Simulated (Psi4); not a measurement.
**BLYP/def2-TZVPPD run of [HO2]− (hydroperoxide(1-))**

What is the energy change on altering one bond length of [HO2]− (hydroperoxide(1-)) at BLYP/def2-TZVPPD? 

Program for the calculation: Psi4 1.11.

1 further run of the same task is left out (set aside as unsound or not needed).

## Step 1: Starting point

[HO2]−: 3 atoms, total charge -1, spin state singlet. SMILES: `[O-]O`. The shape is that of a PBE0-D4/def2-TZVPD optimisation.

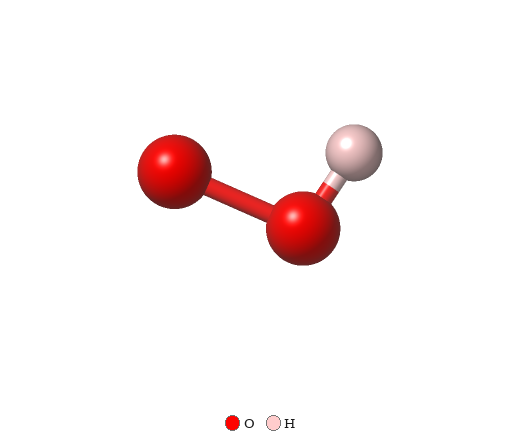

The structure, seen from a chosen angle (oxygen red, hydrogen pink).

## Step 2: A single-point energy at BLYP/def2-TZVPPD

ho2.dat

```
memory 2200 mb

molecule system {
  -1 1
  O     -0.357760     1.025590    -0.080830
  O     -0.242260    -0.445880    -0.180750
  H      0.600030    -0.579720     0.261570
  symmetry c1
  no_reorient
  no_com
}

set reference rks
set puream true
set e_convergence 1e-09
set d_convergence 1e-08
set scf_type pk
set dft_radial_points 99
set dft_spherical_points 590

E, wfn = energy('blyp/def2-TZVPPD', return_wfn=True)
oeprop(wfn, 'LOWDIN_CHARGES', 'MAYER_INDICES', 'WIBERG_LOWDIN_INDICES', title='BLYP')
```

Started as:

```console
psi4 ho2.dat ho2.out -n 1
```

ho2.out:

```text
[...]
  Running in c1 symmetry.
[...]
  Nuclear repulsion =   29.527067200135448
[...]
  Multiplicity = 1
[...]
  Nalpha       = 9
  Nbeta        = 9
[...]
    Number of basis functions: 97
[...]
   @RKS iter   1:  -150.68955145142937   -2.23485e-01   8.94385e-03 ADIIS/DIIS
[...]
   @RKS iter  12:  -151.00505478630708   -8.86757e-12   8.04073e-09 DIIS
[...]
    Orbital Energies [Eh]
    ---------------------
    Doubly Occupied:
       1A    -18.558214     2A    -18.478699     3A     -0.697990
       4A     -0.453061     5A     -0.172400     6A     -0.090239
       7A     -0.050363     8A      0.080264     9A      0.105073
[...]
  @RKS Final Energy:  -151.00505478630708
   => Energetics <=
    Nuclear Repulsion Energy =             29.5270672001354484
    One-Electron Energy =                -271.7444400070713755
    Two-Electron Energy =                 108.8582421037071271
    DFT Exchange-Correlation Energy =     -17.6459240830782882
    Empirical Dispersion Energy =           0.0000000000000000
    VV10 Nonlocal Energy =                  0.0000000000000000
    Total Energy =                       -151.0050547863070847
[...]
 Multipole Moments:
 ------------------------------------------------------------------------------------
     Multipole            Electronic (a.u.)      Nuclear  (a.u.)        Total (a.u.)
 ------------------------------------------------------------------------------------
 L = 1.  Multiply by 2.5417464519 to convert [e a0] to [Debye]
 Dipole X            :          8.9954418           -7.9370954            1.0583464
 Dipole Y            :         -9.1000245            7.6684330           -1.4315914
 Dipole Z            :          3.8763981           -3.4602208            0.4161772
 Magnitude           :                                                    1.8283201
[...]
```

Wall time 20 s (1 thread of Intel Xeon at 2.50GHz (Skylake/Cascade Lake), shared host); peak memory 0.83 GiB.

## Step 3: The distorted shape: energy and forces at BLYP/def2-TZVPPD

ho2.inp

```
memory 2200 MB

molecule m {
  -1 1
  O     -0.392411     1.467044    -0.050853
  O     -0.242260    -0.445880    -0.180750
  H      0.600030    -0.579720     0.261570
  units angstrom
  symmetry c1
  no_reorient
  no_com
}

set basis def2-TZVPPD
set puream true
set e_convergence 1e-09
set d_convergence 1e-08
set scf_type pk
set dft_radial_points 99
set dft_spherical_points 590

result, w = gradient('blyp', return_wfn=True)
oeprop(w, 'DIPOLE', 'WIBERG_LOWDIN_INDICES', 'LOWDIN_CHARGES')
print_variables()
```

Started as:

```console
psi4 -i ho2.inp -o ho2.out -n 1
```

ho2.out:

```text
[...]
  Running in c1 symmetry.
[...]
  Nuclear repulsion =   23.860121011768914
[...]
  Multiplicity = 1
[...]
  Nalpha       = 9
  Nbeta        = 9
[...]
    Number of basis functions: 97
[...]
   @RKS iter   1:  -150.69857667524099   -4.56793e-01   8.57879e-03 DIIS/ADIIS
[...]
   @RKS iter  14:  -150.98209088610918   -1.79057e-12   1.84996e-09 DIIS
[...]
    Orbital Energies [Eh]
    ---------------------
    Doubly Occupied:
       1A    -18.561753     2A    -18.524232     3A     -0.638471
       4A     -0.492431     5A     -0.156314     6A     -0.066364
       7A     -0.023609     8A      0.046036     9A      0.054806
[...]
  @RKS Final Energy:  -150.98209088610918
   => Energetics <=
    Nuclear Repulsion Energy =             23.8601210117689142
    One-Electron Energy =                -260.3357009180011801
    Two-Electron Energy =                 103.0363088075862379
    DFT Exchange-Correlation Energy =     -17.5428197874631415
    Empirical Dispersion Energy =           0.0000000000000000
    VV10 Nonlocal Energy =                  0.0000000000000000
    Total Energy =                       -150.9820908861091766
[...]
  -Total Gradient:
     Atom            X                  Y                   Z
    ------   -----------------  -----------------  -----------------
       1       -0.008622765281     0.047945077640     0.000618509034
       2        0.020826841995    -0.038847753228     0.007009909178
       3       -0.012203893463    -0.009097358385    -0.007628322515
[...]
 Multipole Moments:
 ------------------------------------------------------------------------------------
     Multipole            Electronic (a.u.)      Nuclear  (a.u.)        Total (a.u.)
 ------------------------------------------------------------------------------------
 L = 1.  Multiply by 2.5417464519 to convert [e a0] to [Debye]
 Dipole X            :          9.5163450           -8.4609426            1.0554024
 Dipole Y            :        -16.0120479           14.3422503           -1.6697976
 Dipole Z            :          3.3952912           -3.0070343            0.3882569
 Magnitude           :                                                    2.0131671
[...]
```

It took 32 s on 1 thread of Intel Xeon at 2.50GHz (Skylake/Cascade Lake), shared host; peak memory 0.82 GiB.

## Step 4: Outcome

Level: BLYP/def2-TZVPPD.

| quantity | value |
| --- | --- |
| first shape: total energy | -151.00505 Eh |
| first shape: HOMO energy | 2.86 eV |
| first shape: LUMO energy | 4.26 eV |
| first shape: HOMO–LUMO gap (to an unbound level, set by the basis) | 1.40 eV |
| distorted shape: total energy | -150.98209 Eh |
| distorted shape: HOMO energy | 1.49 eV |
| distorted shape: LUMO energy | 2.37 eV |
| distorted shape: HOMO–LUMO gap (to an unbound level, set by the basis) | 0.88 eV |
| distorted shape: largest force on an atom | 2.505 eV/Å |
| energy change with the O1–O2 bond stretched from 1.479 to 1.923 Å | 0.625 eV |

What this shows: With the O1–O2 bond stretched from 1.479 to 1.923 Å the energy rises by 0.62 eV (14.4 kcal/mol). The first shape isn't relaxed at this level, so the change isn't measured from a minimum. The HOMO (first shape) lies at positive energy, 2.86 eV, as semi-local functionals often give for anions; only total energies tell whether the electron is bound. The HOMO (distorted shape) lies at positive energy, 1.49 eV, as semi-local functionals often give for anions; only total energies tell whether the electron is bound.
